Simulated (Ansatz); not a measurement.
One crystal and one scan (energy against volume) at two levels, PBE (plane waves to 420 eV, PAW, scalar-relativistic; Ansatz, a program for electronic structure) and PBEsol (plane waves to 420 eV, PAW, scalar-relativistic; Ansatz), each from its own relaxed cell and on its own mesh. The cell shown is that of PBE.

Al2O3 (corundum)

```
Al2O3
1.0
    2.40439     1.38817     4.37461
   -2.40439     1.38817     4.37461
    0.00000    -2.77635     4.37461
Al O
4 6
Direct
  0.85215   0.85215   0.85215
  0.64785   0.64785   0.64785
  0.14785   0.14785   0.14785
  0.35215   0.35215   0.35215
  0.05618   0.44382   0.75000
  0.75000   0.05618   0.44382
  0.44382   0.75000   0.05618
  0.94382   0.55618   0.25000
  0.25000   0.94382   0.55618
  0.55618   0.25000   0.94382
```

E(V) scan at fixed shape, V₀ the volume above. The atoms relax within the cell's symmetry.

Energies are smeared free energies. Al2O3 was relaxed with its symmetry unable to fall. With the shape held, the modulus is that of even scaling; a crystal free to change shape is softer. Percentages come from the unrounded values.

```csv
quantity,PBE,PBEsol,PBE − PBEsol
Lattice constant a (Å),4.809,4.774,+0.035 (+0.7 %)
Lattice constant c (Å),13.12,13.01,+0.11 (+0.8 %)
Relaxed volume (Å³/atom),8.76,8.56,+0.20 (+2.3 %)
Bulk modulus at fixed cell shape B₀ (third-order Birch-Murnaghan fit) (GPa),230.1,242.1,-12.0 (-4.9 %)
Pressure derivative B₀′ (fit),4.0,4.0,0.0
```

PBE gives the higher value for: lattice constant a; lattice constant c; relaxed volume. PBE gives the lower value for: bulk modulus at fixed cell shape B₀. They agree on: pressure derivative B₀′ (within 1.5 %). Neither level is exact: the differences show how much the result hangs on the functional.

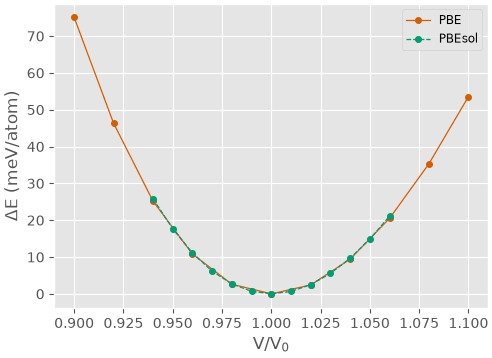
Figure. ΔE, each from the relaxed starting cell of its own level.

(A scan under strain: stresses follow from slopes of the energy per volume, elastic moduli from its curvatures.)
